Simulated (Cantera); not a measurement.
Charge: 1 mol Si3N4, 2.5 mol CO2, a varied amount of N2, 0.04 mol O2, at 1648.15 K and 1.30e-5 bar.

Cantera equilibrium calculation (NASA polynomials, part measured and part estimated; ideal gas, pure solids and liquids). Candidate condensed phases: C, Si, SiC, SiO2, Si2N2O, Si3N4; 34 gas species. Equilibrium is a limit: real reactors are often held back by kinetics, nucleation or transport.

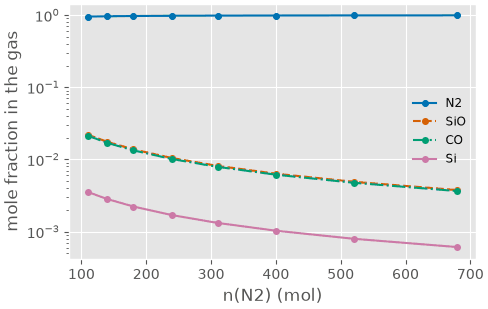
*Equilibrium gas composition (values under 1e-9 drawn at 1e-9)*

From 110 mol N2 to 680 mol N2 nothing is condensed. The main Si-bearing gas is SiO throughout.
